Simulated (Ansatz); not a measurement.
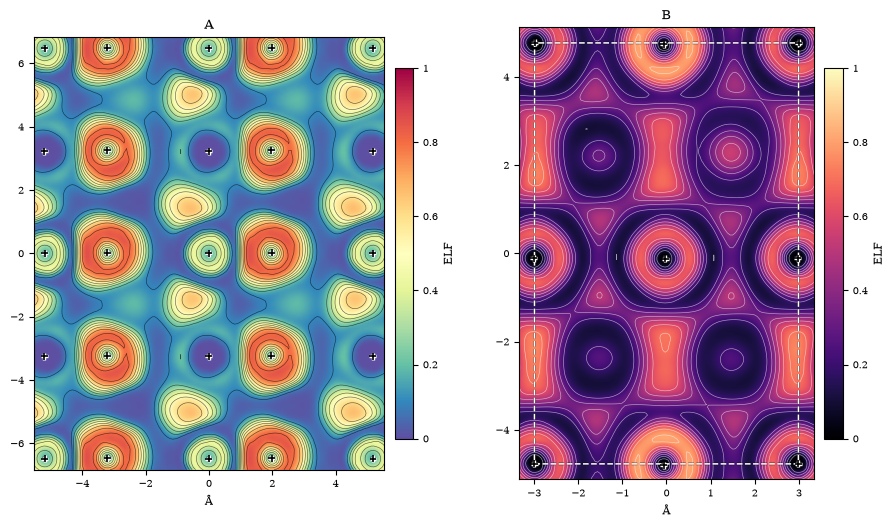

The electron localisation function of 2 systems, each on a plane through atoms (crosses mark nuclei in the plane).

Level of theory: Ansatz, DFT PBEsol, scalar-relativistic, plane waves, PAW.

System 1: Zr5Ti11, the (010) plane of the conventional cell. Space group P1; a generated structure, not necessarily the stable one; computed without spin polarisation.

```yaml
crystal:
  lattice:
    - [5.98183, -0.00284, 0.00119]
    - [2.98846, 5.19923, 0.00226]
    - [0.00188, 0.00305, 9.53892]
  atoms:
    - { symbol: Ti, position: [0.83660, 0.83654, 0.13250] }
    - { symbol: Ti, position: [0.83316, 0.83787, 0.62101] }
    - { symbol: Zr, position: [0.32846, 0.83310, 0.12963] }
    - { symbol: Ti, position: [0.33867, 0.82185, 0.62014] }
    - { symbol: Ti, position: [0.83171, 0.33223, 0.13047] }
    - { symbol: Ti, position: [0.82136, 0.33662, 0.62087] }
    - { symbol: Zr, position: [0.33195, 0.33954, 0.12280] }
    - { symbol: Ti, position: [0.34219, 0.33870, 0.62430] }
    - { symbol: Ti, position: [0.16590, 0.66496, 0.38403] }
    - { symbol: Ti, position: [0.16224, 0.67087, 0.86418] }
    - { symbol: Ti, position: [0.66996, 0.66337, 0.38115] }
    - { symbol: Zr, position: [0.66952, 0.66240, 0.87237] }
    - { symbol: Zr, position: [0.16470, 0.16950, 0.38467] }
    - { symbol: Zr, position: [0.16266, 0.16311, 0.86267] }
    - { symbol: Ti, position: [0.66642, 0.16871, 0.37934] }
    - { symbol: Ti, position: [0.67450, 0.16064, 0.86987] }
```

System 2: Mg3Zn5O8, the (110) plane of the conventional cell. Space group Cm; a generated structure, not necessarily the stable one.

```
CELL_PARAMETERS angstrom
9.71204 5.60725 -0.00030
-3.25336 5.63499 0.00000
-0.00012 -0.00007 5.18191
ATOMIC_POSITIONS crystal
Mg 0.08346 0.75086 0.49908
Mg 0.58346 0.25086 0.49908
Mg 0.08346 0.24914 0.49908
Mg 0.58346 0.74914 0.49908
Zn 0.33240 0.00000 0.49488
Zn 0.83240 0.50000 0.49488
Zn 0.33208 0.50000 0.49679
Zn 0.83208 0.00000 0.49679
Mg 0.16795 0.50000 0.00173
Mg 0.66795 0.00000 0.00173
Zn 0.16621 0.00000 0.99954
Zn 0.66621 0.50000 0.99954
Zn 0.41724 0.74932 0.99765
Zn 0.91724 0.24932 0.99765
Zn 0.41724 0.25068 0.99765
Zn 0.91724 0.75068 0.99765
O 0.16489 0.50000 0.38268
O 0.66489 0.00000 0.38268
O 0.16554 0.00000 0.38118
O 0.66554 0.50000 0.38118
O 0.41635 0.74972 0.38035
O 0.91635 0.24972 0.38035
O 0.41635 0.25028 0.38035
O 0.91635 0.75028 0.38035
O 0.08448 0.74870 0.88110
O 0.58448 0.24870 0.88110
O 0.08448 0.25130 0.88110
O 0.58448 0.75130 0.88110
O 0.33377 0.00000 0.87910
O 0.83377 0.50000 0.87910
O 0.33408 0.50000 0.87980
O 0.83408 0.00000 0.87980
```

Which map belongs to which system?

Panel A is system 2, Mg3Zn5O8: the plane holds Mg, Zn and O. Mg–O (1.98 Å): the ELF peaks at about 0.85 in the valence shell of O, 0.7 Å from its nucleus, and is about 0.35 at the midpoint: a largely ionic contact. Panel B is system 1, Zr5Ti11: the plane holds Ti and Zr.
